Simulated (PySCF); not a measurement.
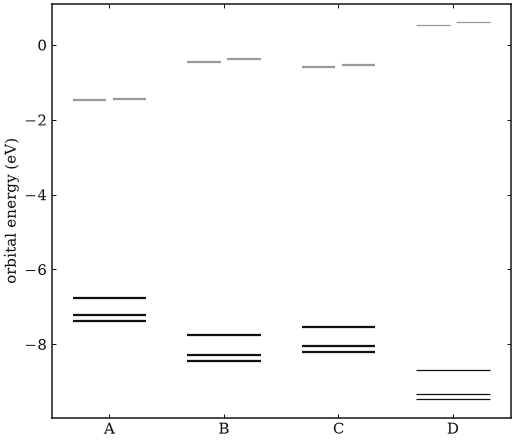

Frontier orbital energies of C₂H₈Si₃, SMILES C#C[SiH2][SiH2][SiH3] at one geometry, def2-SVPD, PySCF, at a PBE0-D3(BJ)/def2-SVP geometry (no frequency check). Empty levels are grey, levels within 0.1 eV stand side by side; all columns show the same few orbitals around the gap.

**The columns come from B3LYP, BHandHLYP, LDA and PBE0. Which is which?**

A: LDA (HOMO −6.78, LUMO −1.48, separation 5.30 eV)
B: PBE0 (HOMO −7.75, LUMO −0.45, separation 7.30 eV)
C: B3LYP (HOMO −7.53, LUMO −0.60, separation 6.93 eV)
D: BHandHLYP (HOMO −8.69, LUMO 0.52, separation 9.21 eV)

Caveats, for all or some of the runs: empty levels above zero depend strongly on the basis; one conformer of a flexible molecule.
